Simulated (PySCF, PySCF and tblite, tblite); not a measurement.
**C3H3F5: conformers and averaged spectra**

Aim: find the conformers of C3H3F5 (`FC(F)CC(F)(F)F`), weigh them, and average their properties.

Computed with tblite 0.8.0 (tight binding) and PySCF 2.14.0 (DFT, with response routines of our own); each step states its level. Atoms count from 0 throughout.

### Step 1. The starting structure

11 atoms, charge 0, multiplicity 1; geometry from: MMFF94s geometry.

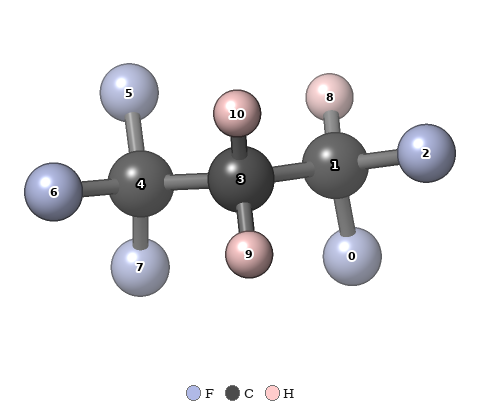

The starting geometry (fluorine light blue, carbon dark grey, hydrogen pink), atoms numbered.

### Step 2. GFN2-xTB relaxation, conformer 1

Job settings and geometry (Å):

```
{"job": {"xc": "GFN2-xTB", "basis": "xTB", "kind": "relax"}, "charge": 0, "multiplicity": 1}
F      1.292300    -1.193300    -0.910400
C      1.195000     0.019200    -0.307200
F      2.351100     0.147500     0.430000
C      0.030600     0.044800     0.633100
C     -1.230900     0.015000    -0.154300
F     -1.293300     1.076900    -0.998900
F     -2.305000     0.090100     0.650300
F     -1.346500    -1.097300    -0.895800
H      1.181700     0.799400    -1.054200
H      0.062700    -0.831100     1.313500
H      0.067800     0.931500     1.267900
```

Launch:

```bash
$ OMP_NUM_THREADS=1 python ens_run.py task.json out
```

This one command runs the whole study; its stages follow in the order run.

Log:

```text
step      E/eV     max force
  0    -860.54279    1.668
  1    -860.59553    0.292
  2    -860.60276    0.294
  3    -860.61565    0.212
  4    -860.61825    0.141
  5    -860.62013    0.102
  6    -860.62143    0.089
  7    -860.62262    0.088
  8    -860.62341    0.093
  9    -860.62415    0.099
 10    -860.62500    0.102
 11    -860.62598    0.089
 12    -860.62697    0.107
 13    -860.62799    0.096
 14    -860.62898    0.097
 15    -860.62964    0.071
 16    -860.62989    0.035
 17    -860.62989    0.035
 18    -860.62995    0.030
 19    -860.63008    0.031
 20    -860.63019    0.041
 21    -860.63034    0.035
 22    -860.63045    0.030
 23    -860.63056    0.029
 24    -860.63068    0.034
 25    -860.63080    0.029
 26    -860.63090    0.027
 27    -860.63098    0.024
 28    -860.63108    0.032
 29    -860.63122    0.043
 30    -860.63140    0.043
 31    -860.63158    0.036
 32    -860.63173    0.039
 33    -860.63189    0.038
 34    -860.63208    0.042
 35    -860.63228    0.041
 36    -860.63244    0.030
 37    -860.63252    0.019
 38    -860.63257    0.019
 39    -860.63260    0.018
 40    -860.63264    0.015
 41    -860.63266    0.016
 42    -860.63269    0.013
 43    -860.63270    0.011
 44    -860.63272    0.009
 45    -860.63273    0.009
 46    -860.63274    0.009
 47    -860.63275    0.010
 48    -860.63276    0.010
 49    -860.63277    0.010
 50    -860.63279    0.013
 51    -860.63281    0.013
 52    -860.63282    0.010
 53    -860.63283    0.006
 54    -860.63283    0.006
 55    -860.63284    0.005
 56    -860.63284    0.006
 57    -860.63284    0.005
 58    -860.63285    0.007
 59    -860.63285    0.009
 60    -860.63286    0.009
 61    -860.63287    0.010
 62    -860.63288    0.011
 63    -860.63290    0.013
 64    -860.63292    0.012
 65    -860.63294    0.013
 66    -860.63296    0.012
 67    -860.63298    0.014
 68    -860.63300    0.013
 69    -860.63302    0.010
 70    -860.63303    0.008
 71    -860.63303    0.008
 72    -860.63304    0.007
 73    -860.63304    0.006
 74    -860.63305    0.003
```

It took 0.21 s on 1 thread of Intel Xeon 6975P-C, shared host.

Relaxing gained 0.090 eV and moved the atoms by 0.10 Å on average (rms).

GFN2-xTB relaxation, conformer 2:

Job settings and geometry (Å):

```
{"job": {"xc": "GFN2-xTB", "basis": "xTB", "kind": "relax"}, "charge": 0, "multiplicity": 1}
F     -1.429500     0.793600    -1.064500
C     -1.252000     0.214800     0.129600
F     -1.121400     1.192400     1.060400
C     -0.023500    -0.647900     0.116400
C      1.186900     0.163900    -0.197900
F      1.103800     0.731800    -1.427400
F      2.283200    -0.632800    -0.216700
F      1.423500     1.138100     0.707600
H     -2.135800    -0.376000     0.379900
H      0.109700    -1.124700     1.109600
H     -0.139400    -1.450500    -0.622800
```

Log:

```text
step      E/eV     max force
  0    -860.44531    1.381
  1    -860.49254    0.348
  2    -860.50255    0.289
  3    -860.51816    0.263
  4    -860.52275    0.206
  5    -860.52635    0.157
  6    -860.52839    0.120
  7    -860.53047    0.123
  8    -860.53195    0.098
  9    -860.53316    0.103
 10    -860.53427    0.103
 11    -860.53561    0.123
 12    -860.53717    0.131
 13    -860.53864    0.104
 14    -860.53958    0.079
 15    -860.53999    0.045
 16    -860.54011    0.020
 17    -860.54011    0.020
 18    -860.54013    0.014
 19    -860.54016    0.010
 20    -860.54016    0.009
 21    -860.54017    0.006
 22    -860.54018    0.006
 23    -860.54018    0.005
 24    -860.54018    0.004
```

It took 0.07 s on 1 thread of Intel Xeon 6975P-C, shared host.

Gain 0.095 eV; displacement 0.06 Å root mean square.

### Step 3. DFT optimisation, conformer 1: PBE0-D3(BJ)/def2-SVP

Job settings and geometry (Å):

```
{"job": {"kind": "geom", "xc": "PBE0", "basis": "def2-SVP", "d3": "d3bj", "grid": 1, "maxiter": 40}, "charge": 0, "multiplicity": 1}
F      1.449183    -1.227498    -0.822471
C      1.248894    -0.003390    -0.294612
F      2.357163     0.290723     0.420628
C      0.032227     0.000072     0.630363
C     -1.270282     0.040602    -0.150538
F     -1.325863     1.104896    -0.966665
F     -2.324047     0.128846     0.669151
F     -1.457024    -1.038579    -0.911851
H      1.174490     0.721834    -1.120271
H      0.043052    -0.899183     1.250957
H      0.077632     0.884346     1.269346
```

Log:

```text
step   0  E = -614.29020360  max force = 0.019106
step   1  E = -614.28904994  max force = 0.027085
step   2  E = -614.29107082  max force = 0.006650
step   3  E = -614.29131618  max force = 0.002050
step   4  E = -614.29135149  max force = 0.001283
step   5  E = -614.29136962  max force = 0.000701
step   6  E = -614.29137922  max force = 0.001314
step   7  E = -614.29138152  max force = 0.000907
step   8  E = -614.29138137  max force = 0.000214
optimisation converged
```

Wall time 38 s (1 thread of Intel Xeon 6975P-C, shared host); peak memory 0.51 GiB.

Gain 0.032 eV; displacement 0.09 Å root mean square.

### Step 4. DFT optimisation, conformer 2: PBE0-D3(BJ)/def2-SVP

Job settings and geometry (Å):

```
{"job": {"kind": "geom", "xc": "PBE0", "basis": "def2-SVP", "d3": "d3bj", "grid": 1, "maxiter": 40}, "charge": 0, "multiplicity": 1}
F     -1.517939     0.798697    -1.046258
C     -1.295174     0.209810     0.145919
F     -1.212693     1.195389     1.062168
C     -0.022129    -0.636073     0.120640
C      1.237609     0.159751    -0.211630
F      1.196835     0.727116    -1.417037
F      2.302130    -0.662916    -0.212563
F      1.500598     1.118596     0.676138
H     -2.179365    -0.402289     0.388966
H      0.123936    -1.089101     1.102973
H     -0.128384    -1.416309    -0.635279
```

Log:

```text
step   0  E = -614.28804856  max force = 0.022512
step   1  E = -614.28002900  max force = 0.053089
step   2  E = -614.28698741  max force = 0.019842
step   3  E = -614.28870750  max force = 0.003785
step   4  E = -614.28893038  max force = 0.002757
step   5  E = -614.28895410  max force = 0.000946
step   6  E = -614.28895691  max force = 0.000330
optimisation converged
```

Wall time 30 s (1 thread of Intel Xeon 6975P-C, shared host); peak memory 0.51 GiB.

The energy fell by 0.025 eV, and the atoms moved 0.02 Å (root mean square).

### Step 5. Shieldings, conformer 1: PBE0/pcSseg-1 in methanol

Job settings and geometry (Å):

```
{"job": {"xc": "PBE0", "basis": "pcSseg-1", "solvent": "methanol", "kind": "nmr", "pop": true}, "charge": 0, "multiplicity": 1}
F     -0.502750    -1.078681    -1.624455
C      0.053474     0.101086    -1.285195
F      1.075979     0.340768    -2.133596
C      0.594310     0.042797     0.124758
C     -0.470325    -0.086151     1.185147
F     -1.354044     0.918321     1.101331
F      0.071485    -0.044914     2.402997
F     -1.150808    -1.225262     1.081417
H     -0.704592     0.892542    -1.416538
H      1.283490    -0.809826     0.206728
H      1.158132     0.964335     0.325325
```

Log:

```text
coarse grid: 10552 points
cycle   1  E = -614.4558631962  dE =  1.274e+00  |g| = 1.048e+00  |ddm| = 2.788e+00
cycle   2  E = -614.2926707206  dE =  1.632e-01  |g| = 1.513e+00  |ddm| = 1.199e+00
cycle   3  E = -614.6340808410  dE = -3.414e-01  |g| = 6.627e-02  |ddm| = 7.361e-01
cycle   4  E = -614.6346955647  dE = -6.147e-04  |g| = 3.536e-02  |ddm| = 6.242e-02
cycle   5  E = -614.6349527653  dE = -2.572e-04  |g| = 4.357e-03  |ddm| = 2.541e-02
cycle   6  E = -614.6349553376  dE = -2.572e-06  |g| = 1.853e-03  |ddm| = 2.915e-03
final grid: 107760 points
cycle   7  E = -614.7122028633  dE = -5.075e-05  |g| = 7.720e-03  |ddm| = 2.085e-02
cycle   8  E = -614.7121947922  dE =  8.071e-06  |g| = 1.081e-02  |ddm| = 1.079e-02
cycle   9  E = -614.7122142724  dE = -1.948e-05  |g| = 6.859e-04  |ddm| = 5.745e-03
cycle  10  E = -614.7122143543  dE = -8.187e-08  |g| = 1.772e-04  |ddm| = 5.952e-04
cycle  11  E = -614.7122143593  dE = -4.999e-09  |g| = 4.648e-05  |ddm| = 1.277e-04
cycle  12  E = -614.7122143596  dE = -3.147e-10  |g| = 1.572e-05  |ddm| = 3.366e-05
converged SCF energy = -614.7122143596

GIAO shielding tensors (ppm)
atom      isotropic    diamagn.    paramagn.     s11        s22        s33       span
  0 F      310.053     473.658    -163.605    220.965    326.634    382.559    161.594
  1 C       68.428     240.292    -171.864     50.268     67.144     87.872     37.604
  2 F      315.573     470.970    -155.397    205.341    336.119    405.259    199.918
  3 C      143.714     252.597    -108.883    126.531    141.025    163.586     37.055
  4 C       54.867     241.790    -186.923     53.928     54.334     56.337      2.409
  5 F      262.209     474.541    -212.333    172.824    271.042    342.760    169.936
  6 F      253.173     471.626    -218.453    168.844    250.251    340.424    171.580
  7 F      257.999     474.162    -216.163    174.612    267.887    331.497    156.885
  8 H       25.004      27.561      -2.557     22.487     25.009     27.515      5.028
  9 H       28.564      28.881      -0.317     25.279     28.241     32.171      6.892
 10 H       28.662      29.095      -0.433     24.471     28.620     32.894      8.423
```

Run time: 12 s. Hardware: 1 thread of Intel Xeon 6975P-C, shared host; peak memory 0.75 GiB.

In short: HOMO -9.84 eV, LUMO 2.12 eV; dipole 1.90 D.

### Step 6. Shieldings, conformer 2: PBE0/pcSseg-1 in methanol

Job settings and geometry (Å):

```
{"job": {"xc": "PBE0", "basis": "pcSseg-1", "solvent": "methanol", "kind": "nmr", "pop": false}, "charge": 0, "multiplicity": 1}
F      1.521832    -0.280697    -1.285107
C      1.167304     0.544359    -0.279640
F      1.822167     0.152532     0.831703
C     -0.329612     0.516102    -0.063187
C     -0.921860    -0.827452     0.300184
F     -0.719654    -1.739604    -0.648810
F     -2.244692    -0.699688     0.461162
F     -0.423983    -1.304650     1.439082
H      1.504299     1.565104    -0.535921
H     -0.585535     1.220278     0.740989
H     -0.825937     0.859686    -0.981791
```

Log:

```text
coarse grid: 10552 points
cycle   1  E = -614.4551273171  dE =  1.274e+00  |g| = 1.049e+00  |ddm| = 2.791e+00
cycle   2  E = -614.2993002214  dE =  1.558e-01  |g| = 1.498e+00  |ddm| = 1.177e+00
cycle   3  E = -614.6328637933  dE = -3.336e-01  |g| = 6.460e-02  |ddm| = 7.176e-01
cycle   4  E = -614.6334479872  dE = -5.842e-04  |g| = 3.467e-02  |ddm| = 6.116e-02
cycle   5  E = -614.6336968206  dE = -2.488e-04  |g| = 3.810e-03  |ddm| = 2.468e-02
cycle   6  E = -614.6336988586  dE = -2.038e-06  |g| = 1.590e-03  |ddm| = 2.460e-03
final grid: 107760 points
cycle   7  E = -614.7112898013  dE = -4.789e-05  |g| = 7.536e-03  |ddm| = 1.915e-02
cycle   8  E = -614.7112824291  dE =  7.372e-06  |g| = 1.048e-02  |ddm| = 1.051e-02
cycle   9  E = -614.7113006173  dE = -1.819e-05  |g| = 6.851e-04  |ddm| = 5.540e-03
cycle  10  E = -614.7113006977  dE = -8.044e-08  |g| = 1.683e-04  |ddm| = 5.801e-04
cycle  11  E = -614.7113007022  dE = -4.409e-09  |g| = 4.858e-05  |ddm| = 1.176e-04
cycle  12  E = -614.7113007025  dE = -3.381e-10  |g| = 1.484e-05  |ddm| = 3.134e-05
converged SCF energy = -614.7113007025

GIAO shielding tensors (ppm)
atom      isotropic    diamagn.    paramagn.     s11        s22        s33       span
  0 F      317.655     473.994    -156.339    213.570    326.096    413.299    199.729
  1 C       68.100     236.488    -168.388     50.761     67.686     85.853     35.092
  2 F      317.963     474.003    -156.040    214.109    326.203    413.576    199.467
  3 C      144.706     252.865    -108.159    135.521    136.395    162.202     26.681
  4 C       54.257     240.690    -186.433     52.851     54.107     55.813      2.961
  5 F      257.541     474.094    -216.553    175.092    265.997    331.534    156.442
  6 F      247.899     471.950    -224.051    165.736    237.248    340.714    174.977
  7 F      257.619     474.101    -216.481    175.261    266.299    331.299    156.038
  8 H       24.995      26.237      -1.242     22.335     23.172     29.478      7.143
  9 H       28.631      29.088      -0.457     25.260     27.501     33.132      7.872
 10 H       28.632      29.085      -0.454     25.276     27.498     33.121      7.846
```

It took 9.8 s on 1 thread of Intel Xeon 6975P-C, shared host; peak memory 0.76 GiB.

In short: HOMO -9.75 eV, LUMO 1.69 eV; dipole 4.01 D.

### Step 7. The ensemble: properties at PBE0/pcSseg-1 in methanol

Job settings and geometry (Å):

```
{"job": {"study": "conf", "smiles": "FC(F)CC(F)(F)F", "search": {"seed": 5397, "n_embed": 60, "ff_keep": 14, "window": 3.0, "nmax": 2, "temps": [150, 200, 250, 298.15, 400], "t_ref": 298.15, "order": 0.001, "geom": true}, "level": {"nmr": {"xc": "PBE0", "basis": "pcSseg-1", "solvent": "methanol"}}, "kind": "conf"}, "charge": 0, "multiplicity": 1}
F     -0.502750    -1.078681    -1.624455
C      0.053474     0.101086    -1.285195
F      1.075979     0.340768    -2.133596
C      0.594310     0.042797     0.124758
C     -0.470325    -0.086151     1.185147
F     -1.354044     0.918321     1.101331
F      0.071485    -0.044914     2.402997
F     -1.150808    -1.225262     1.081417
H     -0.704592     0.892542    -1.416538
H      1.283490    -0.809826     0.206728
H      1.158132     0.964335     0.325325
```

Log:

```text
conformer  sym    E(xTB)   E(DFT)   G(298.15 K)  weight  dipole/D
    1     C1      0.000    0.000    0.000   0.8164    1.902
    2     Cs      2.141    0.550    0.884   0.1836    4.013

mean shielding (ppm) by class
class atoms           150 K      200 K      250 K   298.15 K      400 K
  0 F  0,2           313.19    313.409     313.59     313.73    313.947
  1 C  1             68.403     68.389     68.377     68.368     68.353
  2 C  3            143.789    143.832    143.868    143.896    143.939
  3 C  4             54.821     54.794     54.772     54.755     54.728
  4 F  5,6,7        257.534    257.383    257.258    257.162    257.013
  5 H  8             25.003     25.003     25.002     25.002     25.002
  6 H  9,10          28.614     28.615     28.616     28.616     28.617
```

Wall time 22 s (1 thread of Intel Xeon 6975P-C, shared host). This counts the runs that the step sums up.

The search (ETKDG and KDG, MMFF94s, GFN2-xTB) embedded 60 structures, kept 2 distinct ones after the force field and 2 after xTB; 2 were carried on (window 3.0 kcal/mol at the search's own energies). Energies: PBE0/pcSseg-1 in methanol with D3(BJ).

Conformer by conformer (298 K):

| no. | group | mirror pair | ΔE xTB | ΔE DFT | ΔG | weight (%) | μ (D) | F0–C1–C3–C4 (°) | A, B, C (GHz) |
| --- | --- | --- | --- | --- | --- | --- | --- | --- | --- |
| 1 | C1 | yes | 0.00 | 0.00 | 0.00 | 81.6 | 1.90 | -67 | 3.73, 1.26, 1.15 |
| 2 | Cs | no | 2.14 | 0.55 | 0.88 | 18.4 | 4.01 | 60 | 3.44, 1.48, 1.34 |

Energies in kcal/mol. ΔG holds xTB vibrations and rotation, symmetry numbers and mirror pairs.

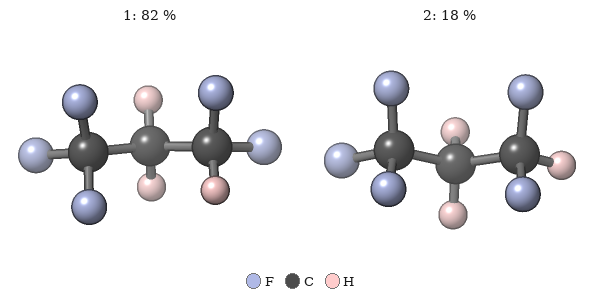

Conformers, most populated first.

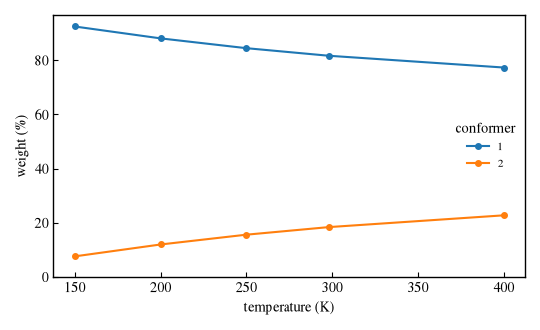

Weights against temperature.

Other ways of weighting, at the same temperature:

| scheme | 1 | 2 | mean μ (D) |
| --- | --- | --- | --- |
| DFT free energy | 82 | 18 | 2.29 |
| DFT energy, symmetry counted | 84 | 16 | 2.25 |
| DFT energy alone | 72 | 28 | 2.50 |
| xTB energy, symmetry counted | 99 | 1 | 1.93 |
| xTB free energy | 98 | 2 | 1.93 |
| lowest conformer only | 100 | 0 | 1.90 |
| equal weights | 50 | 50 | 2.96 |

Shifts against references run at the same level ($^{19}$F CFCl3 180.5, $^{1}$H TMS 31.24, $^{13}$C TMS 185.5 ppm of shielding), by class of atoms, at 298 K:

| atoms | environment | no. 1 | no. 2 | average |
| --- | --- | --- | --- | --- |
| C4 | CF3 carbon | 130.6 | 131.2 | 130.7 |
| C1 | sp3 CH bonded to 2 F | 117.0 | 117.4 | 117.1 |
| C3 | sp3 CH2 | 41.8 | 40.8 | 41.6 |
| H8 | hydrogen on an sp3 CH bonded to 2 F | 6.24 | 6.24 | 6.24 |
| H9, H10 | hydrogen on an sp3 CH2 | 2.63 | 2.61 | 2.62 |
| F5, F6, F7 | fluorine of a CF3 group | -77.3 | -73.8 | -76.7 |
| F0, F2 | fluorine of a CF2 group | -132.3 | -137.3 | -133.2 |

Effective distances for nuclear Overhauser effects, ⟨r⁻⁶⟩^(−1/6) over all pairs of two classes (Å): H8···H9 2.67.

### Step 8. What came out

| quantity | value |
| --- | --- |
| conformers | 2; the first in weight is no. 1 (C1), 82 % at 298 K |
| root-mean-square dipole | 2.43 D |
| averaged $^{13}$C shifts (PBE0/pcSseg-1 in methanol) | 130.7, 117.1, 41.6 ppm |
| averaged $^{1}$H shifts (PBE0/pcSseg-1 in methanol) | 6.24, 2.62 ppm |
| averaged $^{19}$F shifts (PBE0/pcSseg-1 in methanol) | -76.7, -133.2 ppm |

**Reading.** At 298 K conformer 1 holds 82 % of the ensemble (92 % at 150 K, 77 % at 400 K). Among conformers over 5 %, C3 differs by 1.0 ppm, while the average moves by 0.2 ppm from 150 to 400 K.
